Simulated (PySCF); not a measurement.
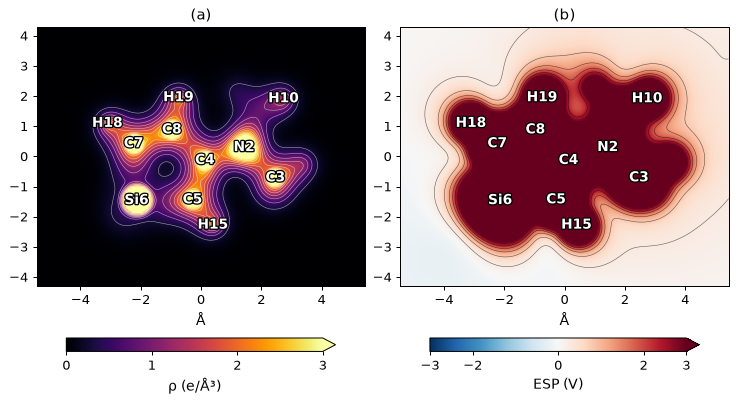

*C₆H₁₁NSi (SMILES CN(C)C1=C[SiH2]C=C1). (a) total electron density; (b) molecular electrostatic potential on the plane of atoms Si6, C7 and C8.*

Geometry: PBE0-D3(BJ)/def2-SVP.

Computed with PBE0/pcSseg-1, SCF density, gas phase, non-relativistic in PySCF.

Input

```
{"job": {"kind": "nmr", "xc": "PBE0", "basis": "pcSseg-1"}, "charge": 0, "multiplicity": 1}
C     -1.968833    -1.080518     0.444629
N     -1.177938     0.119695     0.321987
C     -1.897662     1.263131    -0.169740
C      0.176979     0.065394     0.075068
C      0.894877     0.989477    -0.636171
Si     2.669277     0.475337    -0.611008
C      2.305841    -1.044584     0.428865
C      0.982727    -1.042428     0.672911
H     -1.405300    -1.883888     0.931661
H     -2.859941    -0.879487     1.059329
H     -2.312466    -1.460946    -0.538194
H     -1.375572     2.188304     0.115038
H     -2.009384     1.259769    -1.273045
H     -2.902280     1.281693     0.276673
H      0.430942     1.828462    -1.152534
H      3.255452     0.160750    -1.953730
H      3.625636     1.404348     0.073686
H      2.966959    -1.802586     0.853732
H      0.502348    -1.788961     1.312134
```

Command:

```sh
OMP_NUM_THREADS=1 python probes_run.py task.json out
```

**Read the bonding off the picture.**

- Atoms in the plane: N, C, Si and H.
- C–C (1.35 Å): ρ is about 2.2 e/Å³ halfway.
- C–N (1.38 Å): ρ is about 2.2 e/Å³ halfway.
- C–Si (1.85 Å): the density is about 0.97 e/Å³ at the midpoint.
- C–H (1.09 Å): ρ at the midpoint is about 1.9 e/Å³.
- C–N (1.44 Å): ρ at the midpoint is about 2 e/Å³.
- The potential has no marked negative region in this plane.
